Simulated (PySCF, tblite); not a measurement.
**C3H12N2OSi: geometry, infrared bands and NMR shifts**

Wanted: the infrared bands and NMR shifts of C3H12N2OSi (`C[Si@@H](O)NCCN`), by calculation.

Computed with tblite 0.8.0 and PySCF 2.14.0, with density-fitted response routines of our own, on a single molecule in the gas phase. Atoms are numbered from 0 throughout.

## Step 1: The starting structure

19 atoms, charge 0, multiplicity 1; geometry from: force field or distance geometry start.

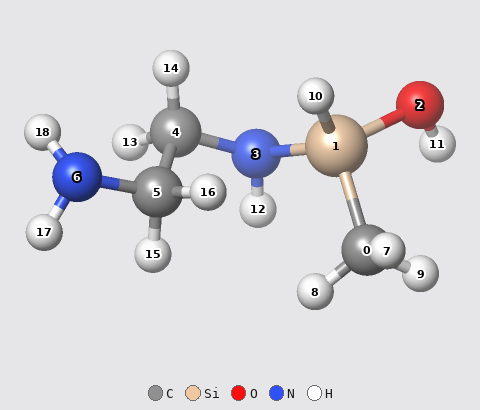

The starting geometry (carbon grey, silicon light orange, oxygen red, nitrogen blue, hydrogen white), atoms numbered.

## Step 2: Relaxing the molecule with GFN2-xTB

What the job is given:

```
{"job": {"kind": "relax", "xc": "GFN2-xTB", "basis": "xTB"}, "charge": 0, "multiplicity": 1}
C     -1.959300     1.193900    -0.515600
Si    -1.466300    -0.386500     0.316900
O     -2.830500    -1.435500     0.244400
N     -0.181200    -1.192100    -0.610400
C      1.130400    -1.067200    -0.011700
C      1.439000     0.416800     0.042500
N      2.746400     0.677200     0.613500
H     -2.268600     1.983400     0.205600
H     -1.119900     1.531300    -1.125300
H     -2.829600     1.021000    -1.200100
H     -1.116900    -0.092600     1.695100
H     -3.120600    -1.521800    -0.703000
H     -0.215400    -0.924900    -1.596900
H      1.857000    -1.561000    -0.706000
H      1.210600    -1.509200     0.985500
H      1.506700     0.771300    -1.009900
H      0.625700     0.983500     0.566600
H      3.279900     1.297100    -0.034100
H      3.302800    -0.175400     0.810500
```

Command:

```bash
$ OMP_NUM_THREADS=1 python probes_run.py task.json out
```

One launch serves the whole session: the jobs run in the order shown.

**Question.** This job is followed by: GFN2-xTB harmonic vibrations, gas phase; GIAO PBE0/pcSseg-1 NMR shielding, non-relativistic, gas phase. Predict these results of the whole session: strongest single infrared mode (GFN2-xTB); zero-point energy (GFN2-xTB); 13C shifts against TMS (PBE0/pcSseg-1); 1H shifts against TMS (PBE0/pcSseg-1, means over atoms taken as alike); 29Si shifts against TMS (PBE0/pcSseg-1); 17O shifts against H2O (PBE0/pcSseg-1); 15N shifts against NH3 (PBE0/pcSseg-1); surface potential, least and greatest.

The runs gave:

```
                                                              quantity                                                     value
                             strongest single infrared mode (GFN2-xTB)                                     2221 cm⁻¹, 313 km/mol
                                          zero-point energy (GFN2-xTB)                                             98.5 kcal/mol
                                13C shifts against TMS (PBE0/pcSseg-1)                                       54.6, 47.0, 3.6 ppm
1H shifts against TMS (PBE0/pcSseg-1, means over atoms taken as alike)  5.12, 3.02, 2.94, 2.82, 2.64, 1.34, 0.44, 0.32, 0.11 ppm
                               29Si shifts against TMS (PBE0/pcSseg-1)                                                 -12.8 ppm
                                17O shifts against H2O (PBE0/pcSseg-1)                                                  38.6 ppm
                                15N shifts against NH3 (PBE0/pcSseg-1)                                            48.2, 33.5 ppm
                                 surface potential, least and greatest                                        -1.66 V and 1.89 V
```

**Reading.** Relaxing lowered the energy by 0.935 eV in 211 steps; the close pair that moved most is Si1–O2, from 1.722 to 1.631 Å. All 51 modes are real, so the xTB geometry is a minimum. The strongest single mode, at 2221 cm⁻¹, moves mainly H10. Unscaled tight-binding wavenumbers are off by several per cent, some by more. Its intensities can rank the bands wrongly.
